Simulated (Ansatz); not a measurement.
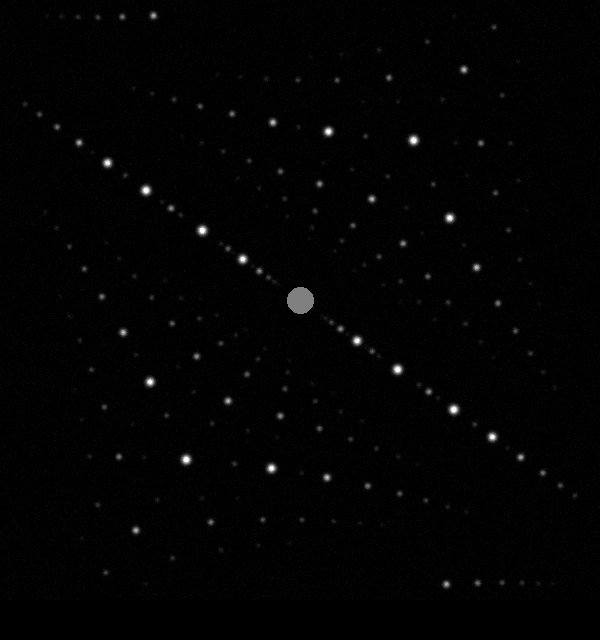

Simulated back-reflection Laue pattern (white X-rays, 0.45 to 2.2 Å, flat plate covering ±45° about the beam, kinematic intensities, seen from the source).

### Which symmetry elements lie along the beam?

2mm: a twofold axis with two mirror lines.

The crystal is WC2, space group P6/mmm (No. 191), a = 3.333 Å, c = 2.799 Å (hexagonal axes). Structure: the geometry relaxed with DFT PBE, scalar-relativistic, plane waves, PAW in Ansatz; the starting structure was generated, so it need not be a known form of this composition.

The direction [100] points towards the source.
